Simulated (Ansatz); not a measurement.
# CH3ClF2Si (SMILES C[Si](F)(F)Cl) at SVWN5/def2-SVP

Aim: the vertical ionisation energy of CH3ClF2Si at SVWN5/def2-SVP, from 2 runs. 

Program for the calculation: Ansatz 0.2.0.

126 further runs of the same task are left out: 126 set aside as unsound or not needed.

**1. Starting point**

The species is CH3ClF2Si (8 atoms), meant as a singlet with charge 0. As SMILES, `C[Si](F)(F)Cl`. The shape is that of a PBE0-D4/def2-TZVP optimisation.

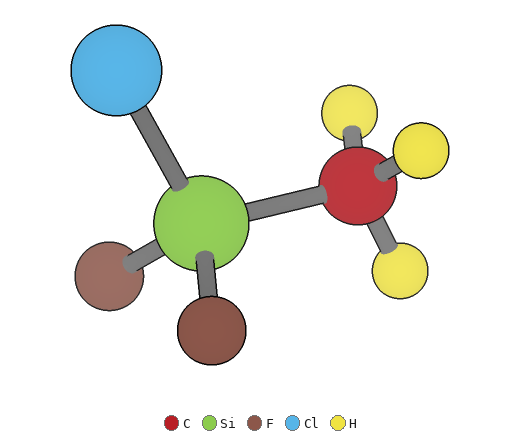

Viewed from a chosen angle; carbon red, silicon green, fluorine brown, chlorine blue, hydrogen yellow.

**2. The energy at SVWN5/def2-SVP**

File in.yaml:

```yaml
basis:
  gaussian:
    orbitals: def2-SVP
crystal:
  periodic: [false, false, false]
  atoms:
    - {symbol: C, position_ang: [-0.808500, -0.299000, 0.512200]}
    - {symbol: Si, position_ang: [0.690600, 0.151400, -0.439200]}
    - {symbol: F, position_ang: [1.987000, -0.472300, 0.219100]}
    - {symbol: F, position_ang: [0.616200, -0.415600, -1.914200]}
    - {symbol: Cl, position_ang: [0.963100, 2.158500, -0.560900]}
    - {symbol: H, position_ang: [-0.917100, -1.385400, 0.549800]}
    - {symbol: H, position_ang: [-0.740200, 0.080400, 1.533400]}
    - {symbol: H, position_ang: [-1.698800, 0.124800, 0.044100]}
hamiltonian:
  xc: {name: SVWN5}
accuracy: high
output: {orbitals: {seedname: orbitals}}
```

Started as:

```
$ ansatz run in.yaml --threads 1 --pin off --max-ram 3480MiB --events-out events.jsonl --progress --plain --runs-dir runs
```

Log:

```text
Warning: RAYON_NUM_THREADS=1 ignored (pool sized by the plan → 1); use --threads N
Functional definition: SVWN5
  name "SVWN5"
  exchange = slater_x
  correlation = vwn5_c
1970 factors; integrals over basis functions are off by at most 2.4e-8 eV
mean field evaluation 1: about -26788.6077 eV, gradient 6.5e1 eV
mean field evaluation 2: about -26776.3174 eV, gradient 9.7e1 eV
mean field evaluation 4: about -26797.2486 eV, gradient 5.8e0 eV
mean field evaluation 8: about -26797.3179 eV, gradient 1.1e-1 eV
mean field evaluation 16: about -26797.3179 eV, gradient 7.9e-6 eV
mean field -26797.31788380 eV, -984.7832683551 hartree, gradient 2.7e-8 eV, S^2 0.000000; 0 other end points of the search recorded, 0 dependent functions left out
reference -26797.31788653 eV, -984.7832684556 hartree; 29, 29 occupied and 64, 64 virtual orbitals, 1970 factors
Total energy: -26797.31788653 eV, -984.7832684556 hartree
```

Run time: 3.9 s. Hardware: 1 thread of Arm Neoverse V2, shared host; peak memory 0.23 GiB.

**3. The doublet cation**

File molecule.yaml:

```yaml
crystal:
  periodic: [false, false, false]
  atoms:
    - {symbol: C, position_ang: [-0.808500, -0.299000, 0.512200]}
    - {symbol: Si, position_ang: [0.690600, 0.151400, -0.439200]}
    - {symbol: F, position_ang: [1.987000, -0.472300, 0.219100]}
    - {symbol: F, position_ang: [0.616200, -0.415600, -1.914200]}
    - {symbol: Cl, position_ang: [0.963100, 2.158500, -0.560900]}
    - {symbol: H, position_ang: [-0.917100, -1.385400, 0.549800]}
    - {symbol: H, position_ang: [-0.740200, 0.080400, 1.533400]}
    - {symbol: H, position_ang: [-1.698800, 0.124800, 0.044100]}
basis:
  gaussian:
    orbitals: def2-SVP
total_charge: 1
magnetization:
  spin_polarized: true
  initial_magnetization: 1
hamiltonian:
  xc: {name: SVWN5}
accuracy: high
output: {orbitals: {seedname: orbitals}}
```

Started as:

```
$ ansatz run molecule.yaml --threads 1 --pin off --max-ram 3480MiB --events-out events.jsonl --progress --plain --runs-dir runs
```

Log:

```text
Warning: RAYON_NUM_THREADS=1 ignored (pool sized by the plan → 1); use --threads N
[... 4 set-up lines as earlier in the session ...]
1969 factors; integrals over basis functions are off by at most 2.4e-8 eV
mean field evaluation 1: about -26766.5382 eV, gradient 6.8e1 eV
mean field evaluation 2: about -26689.0851 eV, gradient 1.5e2 eV
mean field evaluation 4: about -26781.6456 eV, gradient 2.5e1 eV
mean field evaluation 8: about -26784.4842 eV, gradient 1.0e1 eV
mean field evaluation 16: about -26785.6884 eV, gradient 2.0e-1 eV
mean field evaluation 32: about -26785.3769 eV, gradient 5.5e0 eV
mean field evaluation 64: about -26785.2845 eV, gradient 2.7e0 eV
mean field -26785.69107596 eV, -984.3559910480 hartree, gradient 2.7e-8 eV, S^2 0.751086; 10 other end points of the search recorded, 0 dependent functions left out
reference -26785.69107876 eV, -984.3559911509 hartree; 29, 28 occupied and 64, 65 virtual orbitals, 1969 factors
Total energy: -26785.69107876 eV, -984.3559911509 hartree
```

It took 13 s on 1 thread of Arm Neoverse V2, shared host; peak memory 0.28 GiB.

**4. Summary of results**

At SVWN5/def2-SVP:

```
                                          quantity          value
                   singlet CH3ClF2Si: total energy  -984.78327 Eh
                    singlet CH3ClF2Si: HOMO energy       -8.07 eV
                    singlet CH3ClF2Si: LUMO energy        0.29 eV
                  singlet CH3ClF2Si: HOMO–LUMO gap        8.36 eV
                      doublet cation: total energy  -984.35599 Eh
doublet cation: HOMO energy (highest over α and β)      -14.99 eV
                              doublet cation: ⟨S²⟩          0.751
vertical ionisation energy (to the doublet cation)      11.627 eV
```

The vertical ionisation energy comes to 11.63 eV (1122 kJ/mol). The negative HOMO energy of the first species, 8.07 eV, lies 3.56 eV below that difference.
